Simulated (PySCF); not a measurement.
```yaml
atoms:
  - { symbol: C, position_ang: [2.6158, 1.7629, 0.3458] }
  - { symbol: C, position_ang: [2.0337, 0.5722, 0.1531] }
  - { symbol: C, position_ang: [2.8468, -0.6901, 0.0562] }
  - { symbol: O, position_ang: [0.7330, 0.4435, 0.0462] }
  - { symbol: Si, position_ang: [-0.1397, -0.9833, -0.3816] }
  - { symbol: N, position_ang: [-1.7735, -0.2398, -0.1331] }
  - { symbol: Si, position_ang: [-2.0672, 1.2451, 0.6472] }
  - { symbol: Si, position_ang: [-2.8405, -1.4720, -0.6216] }
  - { symbol: H, position_ang: [2.0299, 2.6619, 0.4188] }
  - { symbol: H, position_ang: [3.6837, 1.8584, 0.4386] }
  - { symbol: H, position_ang: [2.5863, -1.1925, -0.8740] }
  - { symbol: H, position_ang: [3.9134, -0.4836, 0.1012] }
  - { symbol: H, position_ang: [2.5643, -1.3606, 0.8649] }
  - { symbol: H, position_ang: [-0.0355, -1.6865, 0.9805] }
  - { symbol: H, position_ang: [-3.5294, 1.4957, 0.6196] }
  - { symbol: H, position_ang: [-1.6724, 1.2889, 2.0707] }
  - { symbol: H, position_ang: [-1.4256, 2.3681, -0.0520] }
  - { symbol: H, position_ang: [-2.6612, -2.7281, 0.1250] }
  - { symbol: H, position_ang: [-4.2433, -1.0629, -0.4110] }
  - { symbol: H, position_ang: [-2.6236, -1.7868, -2.0362] }
```

Geometry: GFN2-xTB.

Level of theory: PBE0/pcSseg-1, SCF density, gas phase, non-relativistic in PySCF.

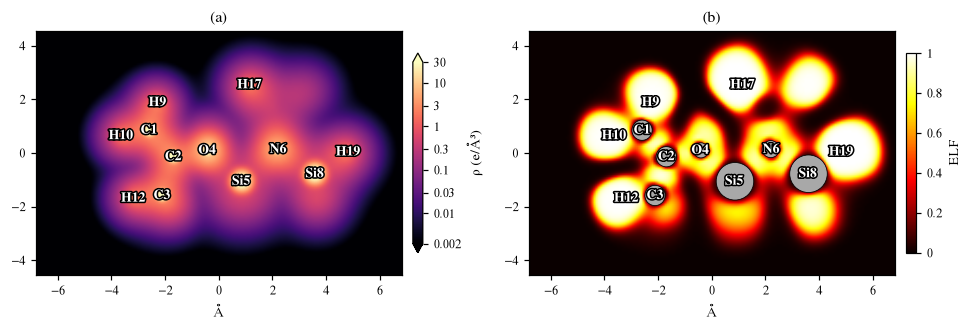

C₃H₁₂NOSi₃ (SMILES C=C(C)O[SiH-]N([SiH3])[SiH3]) (charge −1). (a) total electron density; (b) electron localisation function on the plane of atoms C3, C2 and O4. Grey discs cover the atomic cores in the ELF map.

Q: Interpret the plot.

A: Atoms in the plane: C, O, Si, N and H. C–O (1.31 Å): ρ at the midpoint is about 2.5 e/Å³; the ELF peaks at about 0.90 between the atoms, as expected for a shared but strongly polarised pair. C–C (1.34 Å): ρ is about 2.3 e/Å³ halfway; the ELF peaks at about 0.95 between the atoms; a short, multiple covalent bond. Si–N (1.70 Å): ρ at the midpoint is about 1.1 e/Å³; the ELF peaks at about 0.90 between the atoms (a polar covalent bond). Si–O (1.73 Å): ρ is about 0.91 e/Å³ halfway; the ELF peaks at about 0.90 between the atoms (a polar covalent bond). C–H (1.08 Å): ρ is about 2 e/Å³ halfway; the ELF climbs to about 1 towards the hydrogen, as it does in any bond to H (an ordinary covalent bond to hydrogen). The ELF also peaks beside O4, away from the bonds: lone-pair regions.
